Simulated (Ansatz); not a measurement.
# Alloy of ZnGa2O4 and ZnAl2O4 (3 of 16 Ga sites exchanged), 56 atoms

Aim: relax the alloy cell and compare the gap by PBEsol and HSE06.

All numbers are computed with Ansatz 0.2.0 (PAW, plane waves).

### Step 1. The system as built

56 atoms (8 Zn, 3 Al, 32 O, 13 Ga); a = 8.293 Å, b = 8.293 Å, c = 8.293 Å, α = 90.00°, β = 90.00°, γ = 90.00°. All atoms were shaken off their sites by about 0.02 Å along each axis.

Steps to follow: (2) PBEsol cell relaxation at the single k point (¼, ¼, ¼), on 1 × NVIDIA H100 80GB HBM3 with 2 threads of AMD EPYC 7R13; (3) HSE06 single point at the Γ point alone, on 1 × NVIDIA H100 80GB HBM3 with 2 threads of AMD EPYC 7R13.

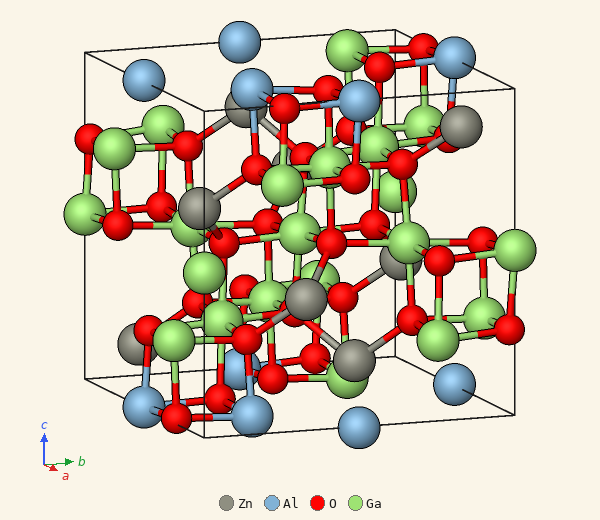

Start, viewed slightly off an axis; zinc grey, aluminium light blue, oxygen red, gallium green. Atoms on faces are repeated.

### Step 2. Relaxing cell and atoms with PBEsol

in.yaml

```yaml
crystal:
  lattice:
    - [8.292666, 0.000000, 0.000000]
    - [0.000000, 8.292666, 0.000000]
    - [0.000000, 0.000000, 8.292666]
  atoms:
    - { symbol: Zn, position: [0.877156, 0.375907, 0.375525] }
    - { symbol: Zn, position: [0.377227, 0.873228, 0.375215] }
    - { symbol: Zn, position: [0.378168, 0.374415, 0.876061] }
    - { symbol: Zn, position: [0.127978, 0.125117, 0.121281] }
    - { symbol: Zn, position: [0.878955, 0.874219, 0.869798] }
    - { symbol: Zn, position: [0.629074, 0.626254, 0.126261] }
    - { symbol: Zn, position: [0.626507, 0.128834, 0.626095] }
    - { symbol: Zn, position: [0.124255, 0.622081, 0.624809] }
    - { symbol: Al, position: [0.500932, 0.998099, 0.004709] }
    - { symbol: Al, position: [0.751982, 0.249616, 0.004664] }
    - { symbol: Al, position: [0.999859, 0.498888, 0.996609] }
    - { symbol: O, position: [0.511841, 0.010283, 0.239902] }
    - { symbol: O, position: [0.741047, 0.236413, 0.238200] }
    - { symbol: O, position: [0.508392, 0.240110, 0.014078] }
    - { symbol: O, position: [0.740814, 0.010649, 0.012862] }
    - { symbol: O, position: [0.011028, 0.511447, 0.239358] }
    - { symbol: O, position: [0.237747, 0.739302, 0.241146] }
    - { symbol: O, position: [0.008330, 0.738374, 0.014269] }
    - { symbol: O, position: [0.241433, 0.512697, 0.009253] }
    - { symbol: O, position: [0.007360, 0.014602, 0.734993] }
    - { symbol: O, position: [0.240010, 0.238117, 0.740437] }
    - { symbol: O, position: [0.012064, 0.242039, 0.512775] }
    - { symbol: O, position: [0.238786, 0.014699, 0.513180] }
    - { symbol: O, position: [0.264949, 0.261467, 0.263338] }
    - { symbol: O, position: [0.484634, 0.489643, 0.259978] }
    - { symbol: O, position: [0.489653, 0.260519, 0.486927] }
    - { symbol: O, position: [0.259306, 0.489350, 0.487384] }
    - { symbol: O, position: [0.508345, 0.514606, 0.733827] }
    - { symbol: O, position: [0.736705, 0.739101, 0.738857] }
    - { symbol: O, position: [0.515763, 0.734421, 0.513949] }
    - { symbol: O, position: [0.739872, 0.510329, 0.513656] }
    - { symbol: O, position: [0.759772, 0.762276, 0.264202] }
    - { symbol: O, position: [0.985375, 0.987999, 0.260603] }
    - { symbol: O, position: [0.989646, 0.761465, 0.487375] }
    - { symbol: O, position: [0.760000, 0.989187, 0.487453] }
    - { symbol: O, position: [0.764094, 0.259734, 0.760866] }
    - { symbol: O, position: [0.990654, 0.488447, 0.758180] }
    - { symbol: O, position: [0.984882, 0.264801, 0.987332] }
    - { symbol: O, position: [0.762654, 0.490718, 0.986253] }
    - { symbol: O, position: [0.252836, 0.761258, 0.754937] }
    - { symbol: O, position: [0.486784, 0.985512, 0.758917] }
    - { symbol: O, position: [0.485684, 0.762835, 0.989101] }
    - { symbol: O, position: [0.262050, 0.989750, 0.989643] }
    - { symbol: Ga, position: [0.749718, 0.998561, 0.252732] }
    - { symbol: Ga, position: [0.247648, 0.749965, 0.997849] }
    - { symbol: Ga, position: [0.996930, 0.001964, 0.504008] }
    - { symbol: Ga, position: [0.502289, 0.498102, 0.501820] }
    - { symbol: Ga, position: [0.251815, 0.247816, 0.497464] }
    - { symbol: Ga, position: [0.250960, 0.497842, 0.249328] }
    - { symbol: Ga, position: [0.501174, 0.248843, 0.250345] }
    - { symbol: Ga, position: [0.752908, 0.752998, 0.500240] }
    - { symbol: Ga, position: [0.247936, 0.000070, 0.749570] }
    - { symbol: Ga, position: [0.751970, 0.499325, 0.749392] }
    - { symbol: Ga, position: [0.000518, 0.752918, 0.246965] }
    - { symbol: Ga, position: [0.001220, 0.251342, 0.756319] }
    - { symbol: Ga, position: [0.496273, 0.751711, 0.748687] }
  symmetry: { detect: false }
kpoints:
  mp_grid: { grid: [1, 1, 1], shift: [0.25, 0.25, 0.25] }
hamiltonian:
  xc: pbesol
scf:
  occupations: { method: fermi_dirac, width: 0.01 }
relax:
  f_tol: 0.03
  max_steps: 80
  escape_saddle: false
  adjacent_minimum: "off"
  cell: { fix: [shape] }
output:
  forces: true
  eigenvalues: true
  populations: true
```

Command:

```
$ ansatz run in.yaml --threads 2 --pin off --max-ram 30400MiB --runs-dir r --events-out ev --progress --plain --backend cuda --devices 0, --max-vram 18GiB
```

Standard output:

```text
Pseudopotentials: kind: paw
Functional definition: PBEsol
  exchange = pbesol_x
  correlation = pbesol_c
Crystal: 56 atoms, lattice volume = 570.273 Å³
Basis set: ecut = 420 eV, 11075 PW (Γ), exchange–correlation on 120×120×120 points (8 copies of the dense FFT grid, shifted against one another)
Bands: 289, of which v1, the nominal top of the filled ones, is band 233 counted from 1 (232 counted from 0)
Symmetry: 1 space group operations
k-points: 1
Non-local potential: Zn, projectors of the file, l = 0: 2, l = 1: 2, l = 2: 3, l = 3: 1
Non-local potential: Al, projectors of the file, l = 0: 2, l = 1: 2, l = 2: 1
Non-local potential: O, projectors of the file, l = 0: 2, l = 1: 2, l = 2: 1
Non-local potential: Ga, projectors of the file, l = 0: 2, l = 1: 2, l = 2: 3, l = 3: 1
PAW form: soft (Blöchl's): semilocal exchange-correlation on the pseudo side does not see the compensation charge
PAW frozen core: Zn, regenerated for the run's functional, and the local potential with it (the file was generated under x = pbe(κ = 0.804, μ = 0.2195149727645171), c = pbe(β = 0.06672455060314922))
PAW frozen core: Al, regenerated for the run's functional, and the local potential with it (the file was generated under x = pbe(κ = 0.804, μ = 0.2195149727645171), c = pbe(β = 0.06672455060314922))
PAW frozen core: O, regenerated for the run's functional, and the local potential with it (the file was generated under x = pbe(κ = 0.804, μ = 0.2195149727645171), c = pbe(β = 0.06672455060314922))
PAW frozen core: Ga, regenerated for the run's functional, and the local potential with it (the file was generated under x = pbe(κ = 0.804, μ = 0.2195149727645171), c = pbe(β = 0.06672455060314922))
PAW one-centre angular grid: Zn, 590 points (default); XC on 64 Gauss nodes
PAW one-centre angular grid: Al, 110 points (default); XC on 64 Gauss nodes
PAW one-centre angular grid: O, 110 points (default); XC on 64 Gauss nodes
PAW one-centre angular grid: Ga, 590 points (default); XC on 64 Gauss nodes
Initial density: superposition of atomic densities (neutral atoms: chi_scale 0, normalization atom), corrected by the library's trained network
Initial wavefunctions: pseudopotential atomic-orbital guess
Functional: x = pbesol(κ = 0.804, μ = 0.12345679012345678), c = pbesol(β = 0.046)
SCF iter   1: F=—  HF=-94459.689743 eV  |F-HF|=—  |Δ(HF+E_count)|=         —  Δρ=1.70e-2  dr2=1.26e0  ethr=1.77e-3  ⟨swp⟩=6.0  Hψ=1039  notcnv=0  defer=32
preconditioner: auto → Resta (q_TF=auto, 2.638 Å⁻¹)  ε∞=5.2  [insulator: Δε(μ)=3.821 eV  Ē_g=16.409 eV  σ=0.010 eV  W_gap=1.00  n_scr=178 (ndim 8)  ℏωp=33.6 eV  f_vac=0.015  D(μ)=0.00/eV (n_scr^D=0)  ε∞_Penn≈5.2]
SCF iter   2: F=—  HF=-94459.325912 eV  |F-HF|=—  |Δ(HF+E_count)|=   3.64e-1  Δρ=2.26e-3  dr2=1.57e-2  ethr=2.70e-4  ⟨swp⟩=2.0  Hψ=463  notcnv=0  defer=52
[... 5 lines of SCF cycles left out ...]
SCF iter   8: F=—  HF=-94459.326878 eV  |F-HF|=—  |Δ(HF+E_count)|=   7.47e-7  Δρ=8.60e-6  dr2=3.37e-7  ethr=2.15e-11  ⟨swp⟩=13.0  Hψ=1741  notcnv=0
SCF iter   9: F=-94459.326878 eV  HF=-94459.326878 eV  |F-HF|=4.90e-8  |Δ(HF+E_count)|=   5.58e-8  Δρ=4.48e-6  dr2=9.11e-8  ethr=2.15e-11  ⟨swp⟩=2.0  Hψ=965  notcnv=0
SCF 1 converged in 9 iterations: F = -94459.326878 eV  dr2 = 9.11e-8
relax step   1: F+E_penalty+E_count = -94459.32687798 eV  Δ(F+E_penalty+E_count) = +0.000e0 eV  max|allowed force component| = 1.387e0 eV/Å  Δτ_max = 0.0000 Å  P = +0.637 GPa  Ω = 570.273 Å³  fix = [alpha, beta, gamma, b/a, c/a]  reactions: b/a +0.027, c/a +0.374 GPa; alpha +0.410, beta +0.292, gamma +0.573 GPa/rad  (9 SCF iters, dr2 threshold 1.00e-7 eV, accepted)
[... 13 lines left out ...]
relax step   2: F+E_penalty+E_count = -94459.99960202 eV  Δ(F+E_penalty+E_count) = -6.727e-1 eV  max|allowed force component| = 6.851e-1 eV/Å  Δτ_max = 0.0556 Å  P = +0.015 GPa  Ω = 571.056 Å³  energy of the carried Pulay correction = -4.180e-3 eV  fix = [alpha, beta, gamma, b/a, c/a]  reactions: b/a +0.036, c/a +0.204 GPa; alpha +0.391, beta +0.328, gamma +0.660 GPa/rad  (7 SCF iters, dr2 thresho [...]
[... 4 lines left out ...]
relax step   3: F+E_penalty+E_count = -94460.29559496 eV  Δ(F+E_penalty+E_count) = -2.960e-1 eV  max|allowed force component| = 2.492e-2 eV/Å  Δτ_max = 0.0653 Å  P = -0.152 GPa  Ω = 570.989 Å³  energy of the carried Pulay correction = -3.827e-3 eV  fix = [alpha, beta, gamma, b/a, c/a]  reactions: b/a -0.031, c/a +0.061 GPa; alpha +0.380, beta +0.379, gamma +0.764 GPa/rad  (7 SCF iters, dr2 thresho [...]
[... 10 lines left out ...]
relax step   4: F+E_penalty+E_count = -94460.29854311 eV  Δ(F+E_penalty+E_count) = -2.948e-3 eV  max|allowed force component| = 3.797e-3 eV/Å  Δτ_max = 0.0036 Å  P = -0.021 GPa  Ω = 570.573 Å³  energy of the carried Pulay correction = -1.605e-3 eV  fix = [alpha, beta, gamma, b/a, c/a]  reactions: b/a -0.028, c/a +0.056 GPa; alpha +0.378, beta +0.378, gamma +0.758 GPa/rad  (6 SCF iters, dr2 thresho [...]
[... 10 lines left out ...]
relax step   5: F+E_penalty+E_count = -94460.29854312 eV  Δ(F+E_penalty+E_count) = -1.790e-8 eV  max|allowed force component| = 3.812e-3 eV/Å  Δτ_max = 0.0000 Å  P = -0.011 GPa  Ω = 570.573 Å³  fix = [alpha, beta, gamma, b/a, c/a]  reactions: b/a -0.029, c/a +0.058 GPa; alpha +0.371, beta +0.371, gamma +0.751 GPa/rad  stress off target by 1.08e-2 GPa on what of the cell is left free  SCF on the ba [...]
SCF converged after 6 iterations
Free energy (F): -94460.298543 eV
Harris-Foulkes:  -94460.298543 eV  (|F-HF|=2.47e-10)
Internal energy: -94460.298543 eV  (E = F + TS)
E sigma→0 (E₀):  -94460.298543 eV
Fermi energy:    9.894319 eV
--- Per-component energies (eV) ---
  E_band       = 206.499640
  E_kinetic    = 8265.761455
  E_local      = -47722.724565  (includes V_loc(G=0)·N_el)
  E_nonlocal   = 12192.885130
  E_hartree    = 20832.124177
  E_xc         = -4409.475789
  E_vxc        = -4241.294317  (∫ρ·V_xc dr)
  E_paw        = -46079.498516  (= ΣΔE_a)
  E_vpaw       = -9952.453105  (= ΣTr[D̂ρ^β])
  E_aug_tail   = 0.075761  (compensation charges beyond the density's cutoff)
  E_ewald      = -37558.230377
  E_core_change = 18.784181  (= ΣΔE_core)
  E_smearing   = -0.000000  (= −TS)
  E_closure    = -0.000000  (closes the sum)
  Σ components = -94460.298543   (vs F -94460.298543, Δ=0.00e0)
--- Forces (eV/Å), atoms counted from 1 ---
  atom   1  Zn    -0.00189134    -0.00143319    -0.00156545
  atom   2  Zn     0.00117821     0.00098811    -0.00222984
  atom   3  Zn     0.00261250    -0.00166574     0.00175569
  atom   4  Zn    -0.00287679     0.00233142    -0.00146176
  atom   5  Zn    -0.00210644     0.00268771     0.00144655
  atom   6  Zn     0.00209315    -0.00275181    -0.00160216
  atom   7  Zn     0.00148688     0.00166218     0.00146901
  atom   8  Zn    -0.00159805    -0.00146817     0.00159972
  atom   9  Al     0.00379107     0.00323938     0.00141948
  atom  10  Al     0.00065396     0.00065576     0.00054598
  atom  11  Al    -0.00282062    -0.00381211    -0.00157367
  atom  12  O     -0.00139779    -0.00119690     0.00070917
  atom  13  O     -0.00120327    -0.00137877    -0.00117085
  atom  14  O     -0.00172107    -0.00064920    -0.00019368
  atom  15  O     -0.00073665    -0.00141266    -0.00002554
  atom  16  O      0.00141345     0.00137764     0.00020860
  atom  17  O      0.00061126     0.00038527     0.00104705
  atom  18  O      0.00199752    -0.00049087     0.00026560
  atom  19  O     -0.00023389     0.00198612     0.00041267
  atom  20  O      0.00187676    -0.00104525    -0.00085461
  atom  21  O     -0.00006397    -0.00065321    -0.00101340
  atom  22  O      0.00155410    -0.00083173    -0.00026175
  atom  23  O      0.00054940    -0.00022100     0.00066926
  atom  24  O      0.00063232     0.00056769     0.00154304
  atom  25  O     -0.00200224     0.00107590     0.00108225
  atom  26  O     -0.00164050     0.00017718     0.00004867
  atom  27  O     -0.00069790     0.00034958     0.00010055
  atom  28  O     -0.00123784     0.00188230    -0.00084649
  atom  29  O     -0.00061190    -0.00054268    -0.00120694
  atom  30  O     -0.00049055     0.00049960     0.00054921
  atom  31  O     -0.00052305     0.00127689    -0.00015600
  atom  32  O      0.00077485     0.00088279     0.00159756
  atom  33  O      0.00093944    -0.00171056     0.00095683
  atom  34  O      0.00064378    -0.00059533    -0.00021072
  atom  35  O      0.00045291    -0.00166165     0.00008223
  atom  36  O      0.00143462     0.00112762     0.00147822
  atom  37  O      0.00142615     0.00143336    -0.00044329
  atom  38  O      0.00152748     0.00059166    -0.00058973
  atom  39  O      0.00019244     0.00165467    -0.00041379
  atom  40  O     -0.00020070    -0.00014649    -0.00111181
  atom  41  O     -0.00168711    -0.00146926    -0.00082923
  atom  42  O     -0.00224587     0.00032258    -0.00079845
  atom  43  O      0.00030152    -0.00171921    -0.00068596
  atom  44  Ga    -0.00012970     0.00135217    -0.00051056
  atom  45  Ga     0.00001886    -0.00011968     0.00076062
  atom  46  Ga     0.00096122    -0.00076724    -0.00075626
  atom  47  Ga    -0.00025265     0.00122329    -0.00039069
  atom  48  Ga     0.00042362     0.00051481    -0.00010797
  atom  49  Ga     0.00115589    -0.00154433    -0.00027791
  atom  50  Ga     0.00131445    -0.00032675    -0.00041581
  atom  51  Ga     0.00029545     0.00080153     0.00033728
  atom  52  Ga    -0.00108077     0.00131024    -0.00060042
  atom  53  Ga     0.00020992    -0.00159962     0.00066329
  atom  54  Ga    -0.00187505     0.00037598     0.00059701
  atom  55  Ga    -0.00222708     0.00003375     0.00094214
  atom  56  Ga     0.00103234    -0.00155130     0.00001773
  max |Σ_I F_I| component: 2.77e-6 eV/Å
--- Stress (GPa, compression-positive) ---
       -0.039645      -0.751219      -0.370661
       -0.751219      -0.039980      -0.370626
       -0.370661      -0.370626       0.047324
  P = ⅓ Tr σ = -0.0108 GPa (-0.108 kbar)
--- Band table (eV) ---
  k-point 0: bands = [... 221 lower levels ..., "7.5320", "7.5373", "7.6223", "7.6251", "7.6654", "7.6888", "7.7053", "7.8352", "7.9026", "7.9027", "7.9193", "7.9478", "11.8400", "13.4754", "13.5438", "13.7041", "14.4477", "14.5168", "14.5208", "14.5695", "14.6199", "14.7513", "14.7849", "14.8032", ... 44 higher levels ...]
--- Relaxed structure (4 steps of the walk, 4 accepted, 1 SCFs on fresh bases) ---
  F+E_penalty+E_count = -94460.29854312 eV   max|allowed force component| = 3.812e-3 eV/Å   (the final SCF, on the basis selected at the relaxed cell)
  cell:  # Å, volume = 570.5733 Å³
    - [8.294122962692272, 1.6823605280954617e-142, 1.764664666262042e-143]
    - [1.6823605280954617e-142, 8.294122962692272, -1.6653951585143844e-143]
    - [1.764664666262042e-143, -1.6653951585143844e-143, 8.294122962692272]
  atoms:
    - { symbol: Zn, position: [0.8739798069983156, 0.37405002414373534, 0.3719160339898259] }
    - { symbol: Zn, position: [0.37599913279647607, 0.8760791120484291, 0.3719135149934451] }
[... 54 atoms left out; the next input holds them all, rounded ...]
--- Löwdin populations: 56 sites ---
  site symbol       q [e]
     0     Zn     10.5007
     1     Zn     10.5002
     2     Zn     10.5015
     3     Zn     10.5015
     4     Zn     10.5015
     5     Zn     10.5014
     6     Zn     10.5007
     7     Zn     10.5002
     8     Al      1.8151
     9     Al      1.8147
    10     Al      1.8151
    11      O      6.8014
    12      O      6.8018
    13      O      6.8408
    14      O      6.8408
    15      O      6.8038
    16      O      6.7601
    17      O      6.8032
    18      O      6.8032
    19      O      6.7644
    20      O      6.7632
    21      O      6.7640
    22      O      6.7630
    23      O      6.7632
    24      O      6.7644
    25      O      6.7640
    26      O      6.7630
    27      O      6.7644
    28      O      6.7632
    29      O      6.7630
    30      O      6.7640
    31      O      6.7632
    32      O      6.7644
    33      O      6.7630
    34      O      6.7640
    35      O      6.8019
    36      O      6.8014
    37      O      6.8408
    38      O      6.8408
    39      O      6.7601
    40      O      6.8038
    41      O      6.8032
    42      O      6.8032
    43     Ga     12.0788
    44     Ga     12.0782
    45     Ga     12.0765
    46     Ga     12.0765
    47     Ga     12.0740
    48     Ga     12.0767
    49     Ga     12.0788
    50     Ga     12.0740
    51     Ga     12.0767
    52     Ga     12.0788
    53     Ga     12.0767
    54     Ga     12.0788
    55     Ga     12.0767
  spilling = 0.005187 (of n_electrons = 466.000000)
```

Wall time 36 s (1 × NVIDIA H100 80GB HBM3 with 2 threads of AMD EPYC 7R13, shared host); peak host memory 1.2 GiB.

Step by step (solves on a freshly chosen basis count as rows, and their energies jump a little):

| accepted step | energy change (eV) | largest force component (eV/Å) | SCF cycles | pressure (GPa) |
| --- | --- | --- | --- | --- |
| 1 | 0.000 | 1.387 | 9 | 0.64 |
| 2 | -0.673 | 0.685 | 7 | 0.01 |
| 3 | -0.969 | 0.025 | 7 | -0.15 |
| 4 | -0.972 | 0.004 | 6 | -0.02 |
| 5 | -0.972 | 0.004 | 6 | -0.01 |

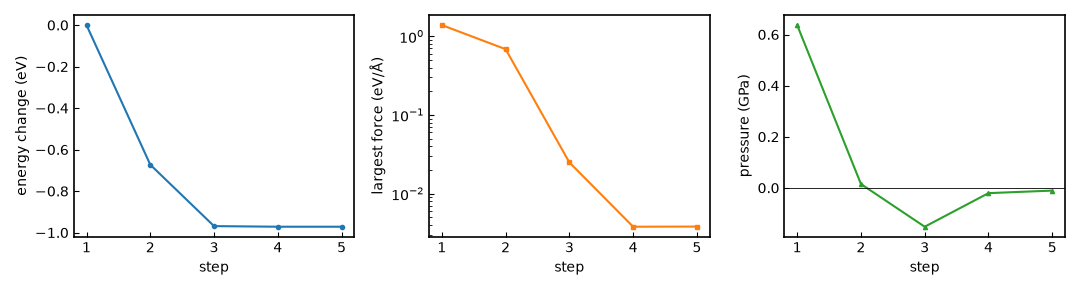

Energy, largest force component and pressure along the relaxation.

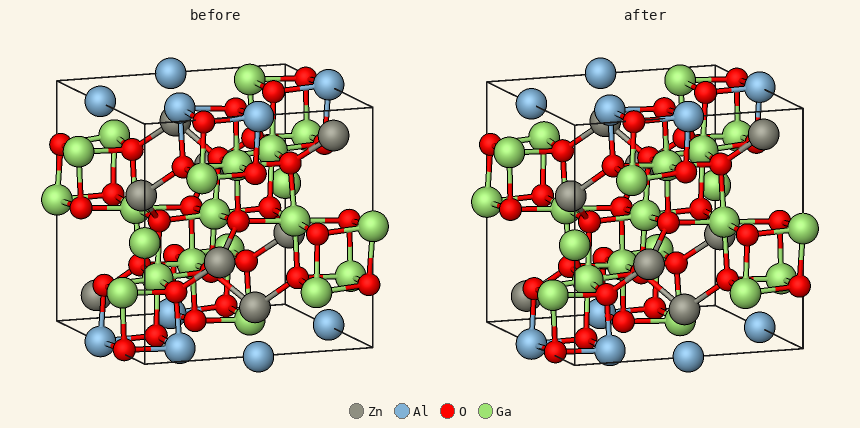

The cell before and after the relaxation.

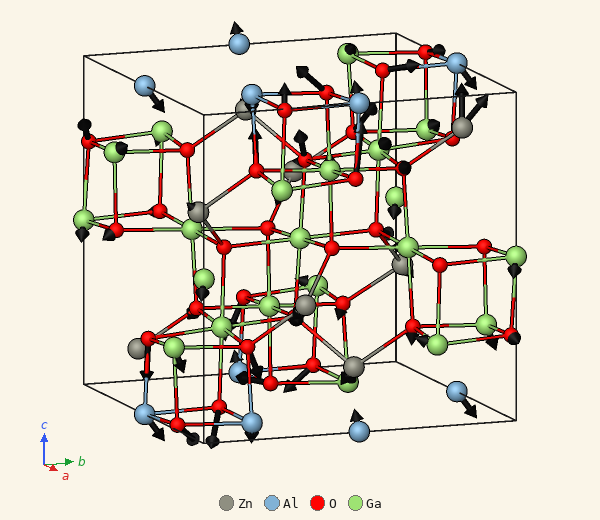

The relaxed cell; black arrows show the larger shifts of the atoms, drawn 15 times longer.

|  | before | after | change |
| --- | --- | --- | --- |
| a (Å) | 8.293 | 8.294 | +0.02 % |
| b (Å) | 8.293 | 8.294 | +0.02 % |
| c (Å) | 8.293 | 8.294 | +0.02 % |
| volume (Å³/atom) | 10.183 | 10.189 | +0.05 % |

Bond lengths by pair after relaxation (within a distance cut, which drops stretched bonds):

| pair | count | mean (Å) | spread (Å) | least | most |
| --- | --- | --- | --- | --- | --- |
| Al–O | 18 | 1.931 | 0.008 | 1.918 | 1.938 |
| Ga–O | 78 | 1.992 | 0.006 | 1.977 | 2.009 |
| O–Zn | 32 | 1.966 | 0.002 | 1.962 | 1.968 |

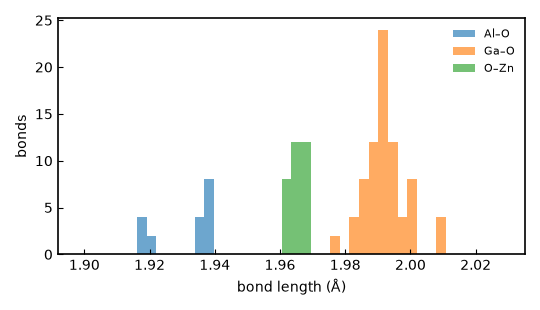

Spread of the bond lengths.

Top filled level 7.948 eV, lowest empty level 11.840 eV: 3.89 eV apart at the single k point (¼, ¼, ¼).

[end of part 1 of 2]
